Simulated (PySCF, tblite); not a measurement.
**C6H13BNP: geometry, infrared bands and NMR shifts**

Wanted: the infrared bands and NMR shifts of C6H13BNP (`C/C(=C\C1CC1)B(N)P`), by calculation.

The runs use tblite 0.8.0 and PySCF 2.14.0, with density-fitted response routines of our own; the level of theory stands in each step. All values are computed, except where a source is named. Atoms are numbered from 0 throughout.

**1. The starting structure**

22 atoms, charge 0, multiplicity 1; geometry from: force field or distance geometry start.

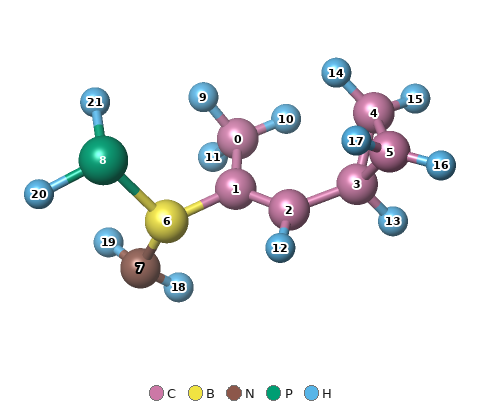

As it starts; carbon pink, boron yellow, nitrogen brown, phosphorus teal, hydrogen blue, atoms numbered.

**2. Relaxing the molecule with GFN2-xTB**

Job settings and geometry (Å):

```
{"job": {"kind": "relax", "xc": "GFN2-xTB", "basis": "xTB"}, "charge": 0, "multiplicity": 1}
C     -0.296700    -0.219200    -1.445700
C     -0.528100    -0.223200     0.000800
C      0.424900    -0.431900     0.925400
C      1.842100    -0.666900     0.609500
C      2.632400     0.198800    -0.274600
C      2.834300     0.337900     1.191000
B     -1.991100     0.021900     0.513400
N     -2.940800    -1.128600     0.246000
P     -2.656600     1.808000     0.179700
H     -0.613100     0.807600    -1.807100
H      0.705300    -0.441200    -1.783300
H     -1.011000    -0.907000    -1.988100
H      0.108800    -0.408900     1.974500
H      2.199500    -1.727800     0.816000
H      2.224500     1.119700    -0.755600
H      3.411700    -0.323100    -0.876400
H      3.739400    -0.025700     1.703800
H      2.403800     1.276700     1.629900
H     -2.433600    -2.031400     0.133800
H     -3.447000    -0.948700    -0.635100
H     -4.079800     1.821600     0.508100
H     -2.539100     2.110900    -1.252200
```

On the command line:

```bash
$ OMP_NUM_THREADS=1 python probes_run.py task.json out
```

One launch serves the whole session: the jobs run in the order shown.

Log:

```text
step      E/eV     max force
  0    -708.35577    3.859
  1    -708.91596    2.620
  2    -709.26889    1.957
  3    -709.47393    1.555
  4    -709.70044    1.244
  5    -709.78467    0.999
  6    -709.87143    0.816
  7    -709.93637    0.758
  8    -710.00064    0.674
  9    -710.05150    0.597
 10    -710.08963    0.507
 11    -710.11530    0.493
 12    -710.14258    0.686
 13    -710.16190    0.858
 14    -710.19703    0.429
 15    -710.22446    0.356
 16    -710.24360    0.285
 17    -710.26543    0.328
 18    -710.28591    0.290
 19    -710.30544    0.306
 20    -710.32165    0.310
 21    -710.33599    0.268
 22    -710.34586    0.170
 23    -710.35099    0.152
 24    -710.35390    0.261
 25    -710.35786    0.151
 26    -710.36378    0.277
 27    -710.36942    0.222
 28    -710.37596    0.212
 29    -710.38273    0.227
 30    -710.38932    0.196
 31    -710.39464    0.190
 32    -710.39832    0.126
 33    -710.40103    0.145
 34    -710.40397    0.137
 35    -710.40777    0.169
 36    -710.41224    0.185
 37    -710.41669    0.162
 38    -710.42081    0.146
 39    -710.42473    0.122
 40    -710.42834    0.112
 41    -710.43134    0.119
 42    -710.43369    0.113
 43    -710.43568    0.106
 44    -710.43756    0.086
 45    -710.43938    0.099
 46    -710.44112    0.099
 47    -710.44275    0.088
 48    -710.44420    0.107
 49    -710.44544    0.099
 50    -710.44647    0.064
 51    -710.44737    0.061
 52    -710.44831    0.071
 53    -710.44938    0.098
 54    -710.45048    0.097
 55    -710.45146    0.091
 56    -710.45232    0.061
 57    -710.45314    0.062
 58    -710.45410    0.074
 59    -710.45477    0.052
 60    -710.45531    0.043
 61    -710.45568    0.043
 62    -710.45602    0.047
 63    -710.45639    0.055
 64    -710.45678    0.046
 65    -710.45711    0.036
 66    -710.45735    0.032
 67    -710.45756    0.031
 68    -710.45781    0.044
 69    -710.45816    0.060
 70    -710.45866    0.057
 71    -710.45930    0.066
 72    -710.46000    0.062
 73    -710.46066    0.059
 74    -710.46131    0.053
 75    -710.46204    0.062
 76    -710.46292    0.077
 77    -710.46393    0.089
 78    -710.46502    0.090
 79    -710.46608    0.085
 80    -710.46697    0.127
 81    -710.46805    0.105
 82    -710.46929    0.086
 83    -710.47130    0.090
 84    -710.47235    0.098
 85    -710.47377    0.082
 86    -710.47480    0.100
 87    -710.47594    0.097
 88    -710.47716    0.096
 89    -710.47884    0.103
 90    -710.48000    0.076
 91    -710.48090    0.082
 92    -710.48163    0.063
 93    -710.48210    0.065
 94    -710.48270    0.046
 95    -710.48327    0.041
 96    -710.48413    0.049
 97    -710.48449    0.044
 98    -710.48489    0.042
 99    -710.48512    0.043
100    -710.48538    0.047
101    -710.48583    0.050
102    -710.48655    0.059
103    -710.48754    0.060
104    -710.48816    0.082
105    -710.48925    0.072
106    -710.48992    0.064
107    -710.49144    0.057
108    -710.49202    0.054
109    -710.49273    0.055
110    -710.49351    0.066
111    -710.49459    0.066
112    -710.49630    0.094
113    -710.49854    0.100
114    -710.49958    0.146
115    -710.49690    0.239
116    -710.50403    0.112
117    -710.50537    0.111
118    -710.50727    0.106
119    -710.51225    0.138
120    -710.51469    0.162
121    -710.51849    0.160
122    -710.51913    0.256
123    -710.52629    0.175
124    -710.52965    0.149
125    -710.53448    0.127
126    -710.53790    0.171
127    -710.54107    0.159
128    -710.54411    0.124
129    -710.54699    0.124
130    -710.55056    0.158
131    -710.55480    0.173
132    -710.55907    0.205
133    -710.56369    0.180
134    -710.56855    0.125
135    -710.57320    0.101
136    -710.57551    0.098
137    -710.57768    0.118
138    -710.57949    0.121
139    -710.58199    0.124
140    -710.58449    0.152
141    -710.58679    0.130
142    -710.58895    0.114
143    -710.59149    0.122
144    -710.59541    0.150
145    -710.59861    0.128
146    -710.60147    0.109
147    -710.60396    0.098
148    -710.60611    0.174
149    -710.60811    0.148
150    -710.61036    0.110
151    -710.61319    0.093
152    -710.61614    0.156
153    -710.61930    0.181
154    -710.62352    0.219
155    -710.62788    0.183
156    -710.63404    0.168
157    -710.63671    0.151
158    -710.63997    0.181
159    -710.64166    0.188
160    -710.64396    0.081
161    -710.64495    0.064
162    -710.64584    0.064
163    -710.64648    0.057
164    -710.64700    0.056
165    -710.64771    0.058
166    -710.64849    0.066
167    -710.64913    0.057
168    -710.64960    0.049
169    -710.65000    0.056
170    -710.65043    0.051
171    -710.65089    0.062
172    -710.65128    0.049
173    -710.65160    0.037
174    -710.65190    0.035
175    -710.65228    0.033
176    -710.65271    0.041
177    -710.65307    0.038
178    -710.65336    0.034
179    -710.65362    0.033
180    -710.65391    0.035
181    -710.65416    0.037
182    -710.65432    0.029
183    -710.65444    0.024
184    -710.65458    0.024
185    -710.65476    0.025
186    -710.65493    0.025
187    -710.65504    0.025
188    -710.65512    0.022
189    -710.65523    0.025
190    -710.65539    0.026
191    -710.65558    0.028
192    -710.65576    0.027
193    -710.65592    0.032
194    -710.65609    0.032
195    -710.65625    0.028
196    -710.65637    0.023
197    -710.65644    0.021
198    -710.65652    0.020
199    -710.65663    0.026
200    -710.65676    0.022
201    -710.65686    0.022
202    -710.65696    0.025
203    -710.65707    0.026
204    -710.65725    0.026
205    -710.65749    0.028
206    -710.65779    0.034
207    -710.65810    0.054
208    -710.65844    0.078
209    -710.65857    0.081
210    -710.65920    0.054
211    -710.65961    0.031
212    -710.66003    0.026
213    -710.66019    0.031
214    -710.66036    0.031
215    -710.66047    0.025
216    -710.66058    0.023
217    -710.66068    0.022
218    -710.66084    0.026
219    -710.66101    0.026
220    -710.66115    0.023
221    -710.66127    0.026
222    -710.66139    0.031
223    -710.66154    0.030
224    -710.66168    0.027
225    -710.66179    0.021
226    -710.66193    0.030
227    -710.66202    0.027
228    -710.66209    0.020
229    -710.66216    0.019
230    -710.66222    0.018
231    -710.66233    0.021
232    -710.66242    0.023
233    -710.66254    0.026
234    -710.66265    0.025
235    -710.66277    0.027
236    -710.66289    0.026
237    -710.66303    0.035
238    -710.66317    0.027
239    -710.66337    0.031
240    -710.66350    0.026
241    -710.66367    0.024
242    -710.66380    0.022
243    -710.66390    0.021
244    -710.66394    0.016
245    -710.66396    0.012
246    -710.66399    0.009
```

Wall time 3.8 s (1 thread of Arm Neoverse N1, shared host); peak memory 0.19 GiB.

Relaxation path: (not every step is listed)

```csv
step,energy from step 0 (eV),largest force (eV/Å)
0,0.0000,3.8589
1,-0.5602,2.6203
2,-0.9131,1.9565
3,-1.1182,1.5554
4,-1.3447,1.2442
5,-1.4289,0.9986
6,-1.5157,0.8159
7,-1.5806,0.7581
8,-1.6449,0.6739
31,-2.0389,0.1897
54,-2.0947,0.0975
77,-2.1082,0.0891
100,-2.1296,0.0471
123,-2.1705,0.1753
146,-2.2457,0.1090
169,-2.2942,0.0558
192,-2.3000,0.0271
215,-2.3047,0.0250
238,-2.3074,0.0274
241,-2.3079,0.0241
242,-2.3080,0.0220
243,-2.3081,0.0210
244,-2.3082,0.0159
245,-2.3082,0.0121
246,-2.3082,0.0092
```

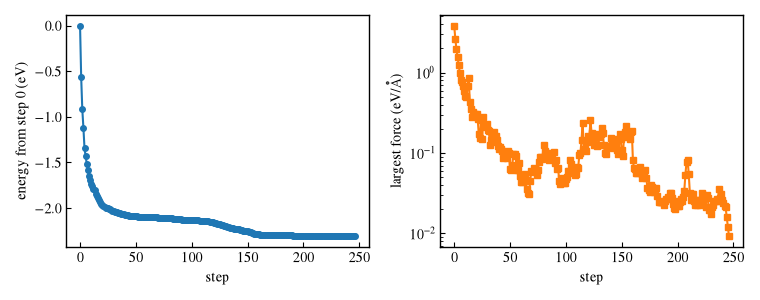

Energy and force, step by step.

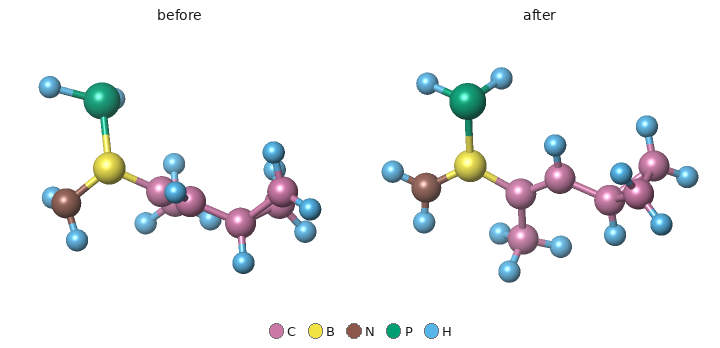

Before and after, at one scale.

Close pairs (by a distance rule), those that changed most:

```csv
bond,before (Å),after (Å),change (Å)
B6–N7,1.516,1.386,-0.129
P8–H21,1.468,1.384,-0.084
P8–H20,1.461,1.387,-0.074
C3–H13,1.138,1.082,-0.057
C0–H9,1.134,1.089,-0.045
C0–C1,1.465,1.509,+0.044
C5–H17,1.122,1.080,-0.043
C3–C4,1.468,1.510,+0.042
```

The final coordinates are the input of the step that follows.

**3. Vibrational analysis with GFN2-xTB**

Job settings and geometry (Å):

```
{"job": {"kind": "ir", "xc": "GFN2-xTB", "basis": "xTB"}, "charge": 0, "multiplicity": 1}
C     -0.388633    -1.441182    -1.456005
C     -0.598267    -0.393453    -0.390181
C      0.425610     0.168524     0.267732
C      1.861564    -0.098880     0.134735
C      2.823211     1.063121     0.215289
C      2.747162     0.089030     1.341332
B     -2.059684     0.004776    -0.008048
N     -3.134562    -0.791329    -0.371973
P     -2.393504     1.559258     1.078778
H     -1.136562    -1.333551    -2.239708
H      0.593191    -1.365876    -1.914880
H     -0.489237    -2.439284    -1.027077
H      0.188646     0.921045     1.015414
H      2.136524    -0.902884    -0.534694
H      2.406862     2.048011     0.363811
H      3.689193     1.047333    -0.429230
H      3.562804    -0.603759     1.482569
H      2.281463     0.408844     2.261220
H     -3.036197    -1.657337    -0.875674
H     -4.088634    -0.596205    -0.116905
H     -3.643696     1.858282     0.558961
H     -1.757664     2.474900     0.258323
```

Log:

```text
mode    cm-1     km/mol
  1      33.0      2.64
  2      49.3      0.22
  3      87.1      1.06
  4      92.9      0.33
  5     101.5      1.12
  6     168.1      7.05
  7     227.2      0.75
  8     256.8      0.19
  9     271.5      1.04
 10     309.9      0.78
 11     382.2      1.12
 12     420.8      2.21
 13     432.4     14.88
 14     486.1      2.40
 15     566.3      0.18
 16     593.4    176.03
 17     614.8     20.37
 18     730.9      9.12
 19     745.9      9.24
 20     787.5      1.99
 21     806.0      0.98
 22     844.9      2.64
 23     871.6      0.30
 24     893.6      5.42
 25     942.0      3.59
 26     978.4     56.99
 27    1011.0     36.38
 28    1031.3     47.30
 29    1040.0     67.15
 30    1063.5     10.01
 31    1066.3     10.25
 32    1092.8      0.42
 33    1143.5     28.08
 34    1155.3      3.62
 35    1157.3      7.05
 36    1207.4     29.85
 37    1253.1      1.28
 38    1306.9      8.40
 39    1357.5    194.65
 40    1381.5      0.54
 41    1395.2      1.78
 42    1437.0      0.00
 43    1482.7      0.85
 44    1488.6      4.82
 45    1505.6     10.42
 46    1533.0    124.15
 47    1663.0     89.19
 48    2281.4    143.09
 49    2372.3    182.34
 50    2983.8     35.07
 51    2996.1     61.77
 52    3017.6     33.50
 53    3042.6     21.58
 54    3062.6     34.53
 55    3086.1     24.55
 56    3087.8     25.50
 57    3091.2     11.55
 58    3109.8     80.14
 59    3474.6      3.05
 60    3508.3      1.31
```

Wall time 1.7 s (1 thread of Arm Neoverse N1, shared host); peak memory 0.19 GiB.

The strongest bands and the atoms that carry them (share of the mass-weighted mode):

```csv
cm⁻¹,km/mol,atoms
593,176.0,"H18 47 %, H19 26 %, N7 20 %"
1040,67.2,"H9 32 %, C0 15 %"
1358,194.7,"B6 53 %, N7 14 %"
1533,124.2,"H18 37 %, H19 36 %, N7 16 %"
1663,89.2,"C2 49 %, C1 45 %"
2281,143.1,"H20 60 %, H21 37 %"
2372,182.3,"H21 60 %, H20 37 %"
3110,80.1,"H17 25 %, H14 24 %, H16 20 %, H15 16 %"
```

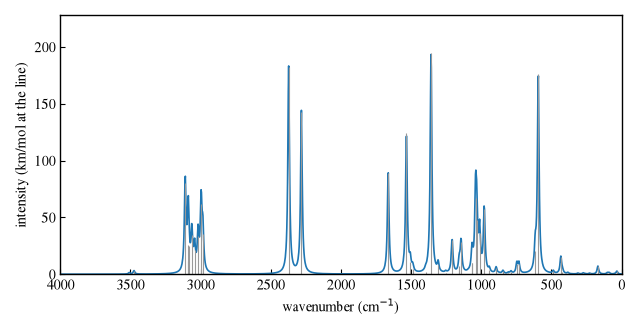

The infrared spectrum from these modes, unscaled. Lines are broadened to a width of 14 cm⁻¹ (Lorentzian).

**4. Nuclear shieldings: PBE0/pcSseg-1**

The job, as its differences from that of step 3:

```diff
@@ -1,2 +1,2 @@
-{"job": {"kind": "ir", "xc": "GFN2-xTB", "basis": "xTB"}, "charge": 0, "multiplicity": 1}
+{"job": {"kind": "nmr", "xc": "PBE0", "basis": "pcSseg-1"}, "charge": 0, "multiplicity": 1}
 C     -0.388633    -1.441182    -1.456005
```

With the program's defaults for keys left out, this is: GIAO PBE0/pcSseg-1 NMR shielding, non-relativistic, gas phase.

Log:

```text
coarse grid: 18352 points
cycle   1  E = -656.7366412481  dE =  1.151e+00  |g| = 4.997e-01  |ddm| = 4.176e+00
cycle   2  E = -656.7274171032  dE =  9.224e-03  |g| = 5.544e-01  |ddm| = 1.058e+00
cycle   3  E = -656.8035506440  dE = -7.613e-02  |g| = 8.395e-02  |ddm| = 5.982e-01
cycle   4  E = -656.8049073061  dE = -1.357e-03  |g| = 4.546e-02  |ddm| = 1.234e-01
cycle   5  E = -656.8054109694  dE = -5.037e-04  |g| = 1.015e-02  |ddm| = 4.980e-02
cycle   6  E = -656.8054349306  dE = -2.396e-05  |g| = 4.003e-03  |ddm| = 1.449e-02
cycle   7  E = -656.8054384063  dE = -3.476e-06  |g| = 8.438e-04  |ddm| = 3.790e-03
final grid: 171216 points
cycle   8  E = -656.8560710432  dE = -6.328e-05  |g| = 9.990e-03  |ddm| = 4.826e-02
cycle   9  E = -656.8560626554  dE =  8.388e-06  |g| = 1.166e-02  |ddm| = 2.117e-02
cycle  10  E = -656.8560969157  dE = -3.426e-05  |g| = 8.989e-04  |ddm| = 1.132e-02
cycle  11  E = -656.8560970771  dE = -1.613e-07  |g| = 3.688e-04  |ddm| = 9.804e-04
cycle  12  E = -656.8560971069  dE = -2.982e-08  |g| = 1.029e-04  |ddm| = 4.291e-04
cycle  13  E = -656.8560971091  dE = -2.268e-09  |g| = 4.454e-05  |ddm| = 1.366e-04
cycle  14  E = -656.8560971096  dE = -4.907e-10  |g| = 8.560e-06  |ddm| = 4.644e-05
converged SCF energy = -656.8560971096

GIAO shielding tensors (ppm)
atom      isotropic    diamagn.    paramagn.     s11        s22        s33       span
  0 C      171.957     249.952     -77.995    157.873    173.032    184.965     27.092
  1 C       45.741     260.649    -214.909    -58.330     23.150    172.402    230.733
  2 C       25.104     256.517    -231.413    -89.687     42.977    122.021    211.708
  3 C      171.724     244.980     -73.256    129.515    168.671    216.988     87.473
  4 C      176.875     255.043     -78.169    147.380    177.257    205.986     58.606
  5 C      176.669     255.274     -78.605    147.456    176.744    205.806     58.351
  6 B       57.385     197.414    -140.029     23.395     37.559    111.201     87.806
  7 N      160.099     316.013    -155.913     77.649    190.626    212.023    134.374
  8 P      568.368     968.607    -400.239    479.020    595.827    630.257    151.238
  9 H       30.014      31.869      -1.856     25.420     29.670     34.952      9.532
 10 H       29.455      32.729      -3.273     24.080     30.705     33.582      9.502
 11 H       29.960      31.474      -1.514     26.499     27.142     36.240      9.741
 12 H       26.261      36.722     -10.461     21.463     22.119     35.200     13.737
 13 H       29.995      33.464      -3.468     22.070     30.153     37.763     15.694
 14 H       31.321      32.155      -0.835     25.559     28.824     39.579     14.020
 15 H       30.875      30.646       0.229     25.203     26.707     40.715     15.511
 16 H       30.841      30.558       0.283     25.055     26.718     40.749     15.694
 17 H       31.208      31.975      -0.767     25.346     28.783     39.495     14.148
 18 H       27.664      31.916      -4.252     21.549     26.607     34.837     13.288
 19 H       27.745      29.892      -2.147     21.811     26.800     34.625     12.814
 20 H       30.524      30.907      -0.383     25.393     28.264     37.914     12.520
 21 H       30.118      31.652      -1.534     24.570     29.511     36.273     11.703
```

Wall time 84 s (1 thread of Arm Neoverse N1, shared host); peak memory 1.1 GiB.

Shifts follow as δ = σ(reference) − σ, with reference shieldings (ppm) from runs at the same level and on the same kind of geometry: ¹H TMS 31.72, ¹³C TMS 186.9, ¹⁵N NH3 267.7, ³¹P H3PO4 318.4, ¹¹B BF3·OEt2 100.1. The references are single molecules in the gas phase, so shifts against H2O, NH3, PH3, H3PO4 or CFCl3 are not on the usual liquid scales and can be off by tens of ppm. Atoms listed in one row are averaged.

```csv
atoms,environment,σ (ppm),δ (ppm),δ scaled to CDCl3
C2,alkene CH,25.1,161.8,156.0
C1,fully substituted alkene carbon,45.7,141.2,135.9
C3,three-membered-ring carbon,171.7,15.2,12.9
C0,allylic methyl carbon,172.0,15.0,12.7
"C4, C5",three-membered-ring carbon,176.8,10.2,8.0
H12,hydrogen on an alkene CH,26.26,5.46,5.25
"H18, H19",hydrogen on a nitrogen bonded to B,27.70,4.01,–
"H9, H10, H11",hydrogen on an allylic methyl carbon,29.81,1.91,1.90
H13,hydrogen on a three-membered-ring carbon,30.00,1.72,1.73
"H20, H21",hydrogen on a phosphorus bonded to B,30.32,1.40,–
"H15, H16",hydrogen on a three-membered-ring carbon,30.86,0.86,0.92
"H14, H17",hydrogen on a three-membered-ring carbon,31.26,0.45,0.53
B6,"boron bonded to C, N, P",57.4,42.7,–
N7,"nitrogen bonded to B, 2 H",160.1,107.6,–
P8,"phosphorus bonded to B, 2 H",568.4,-250.0,–
```

The scaled column applies a straight-line fit of computed shieldings to shifts measured in CDCl3 (root-mean-square error 0.16 ppm for H, 1.9 ppm for C).

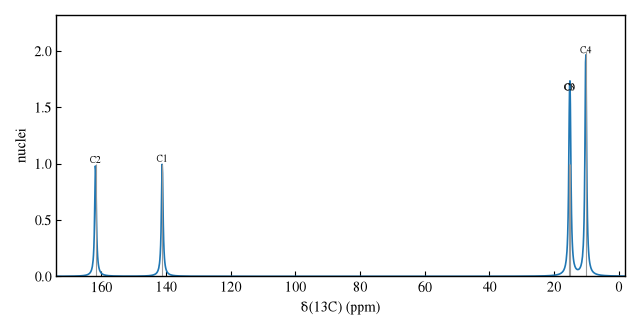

¹³C lines at the computed shifts, without couplings. Lines are broadened to a width of 0.61 ppm (Lorentzian).

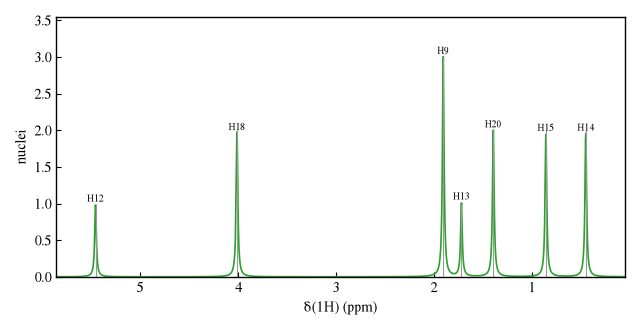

¹H lines at the computed shifts, without couplings. Lines are broadened to a width of 0.02 ppm (Lorentzian).

The run also stored atomic charges by several schemes (e):

```csv
atoms,Mulliken,IAO,Hirshfeld,ESP fit
C0,-0.21,-0.42,-0.12,-0.49
C1,-0.42,-0.13,-0.08,0.13
C2,-0.04,-0.11,-0.03,-0.51
C3,-0.30,-0.14,-0.04,0.16
"C4, C5",-0.18,-0.29,-0.08,-0.31
B6,0.37,0.06,0.10,0.38
N7,-0.43,-0.53,-0.24,-0.89
P8,-0.17,0.02,-0.03,-0.45
```

Mulliken charges:

C0 -0.21; C1 -0.42; C2 -0.04; C3 -0.30; C4 -0.18; C5 -0.18; B6 0.37; N7 -0.43; P8 -0.17; H9 0.11; H10 0.13; H11 0.13; H12 0.09; H13 0.11; H14 0.13; H15 0.13; H16 0.13; H17 0.13; H18 0.19; H19 0.19; H20 0.03; H21 0.05

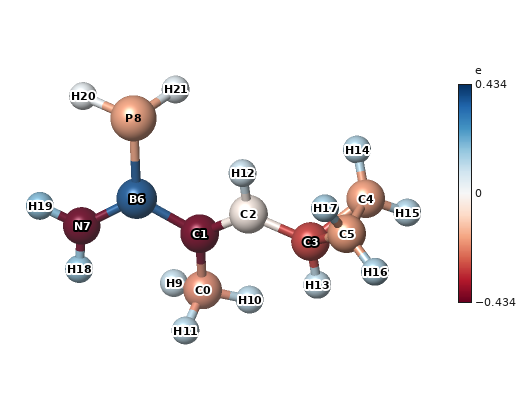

Mulliken charges, as colours on the atoms.

Mayer bond orders: C0–C1 1.08, C1–C2 1.88, C2–C3 1.04, C3–C4 0.93, C4–C5 0.97, C1–B6 0.92, B6–N7 1.36, B6–P8 1.04, C5–C3 0.93.

Ring of atoms C3, C4, C5: NICS(0) -43.0, NICS(1) -8.1, NICS(1)zz -23.2 ppm (means of both faces).

In rings of three or four atoms NICS is ruled by the nearby σ bonds, so it says little on aromaticity.

**5. Summary of results**

| quantity | value |
| --- | --- |
| strongest single infrared mode (GFN2-xTB) | 1358 cm⁻¹, 195 km/mol |
| zero-point energy (GFN2-xTB) | 112.3 kcal/mol |
| ¹³C shifts against TMS (PBE0/pcSseg-1, means over atoms taken as alike) | 161.8, 141.2, 15.2, 15.0, 10.2 ppm |
| ¹H shifts against TMS (PBE0/pcSseg-1, means over atoms taken as alike) | 5.46, 4.01, 1.91, 1.72, 1.40, 0.86, 0.45 ppm |
| ¹¹B shifts against BF3·OEt2 (PBE0/pcSseg-1) | 42.7 ppm |
| ¹⁵N shifts against NH3 (PBE0/pcSseg-1) | 107.6 ppm |
| ³¹P shifts against H3PO4 (PBE0/pcSseg-1) | -250.0 ppm |

**Reading.** Relaxing lowered the energy by 2.308 eV in 246 steps; the close pair that moved most is B6–N7, from 1.516 to 1.386 Å. No mode is imaginary among the 60: a minimum at this level. The strongest single mode, at 1358 cm⁻¹, moves mainly B6. Unscaled tight-binding wavenumbers are off by several per cent, some by more. Its intensities can rank the bands wrongly. At PBE0/pcSseg-1: The widest tensor belongs to C1: span 231 ppm, with a paramagnetic part of -215 ppm.
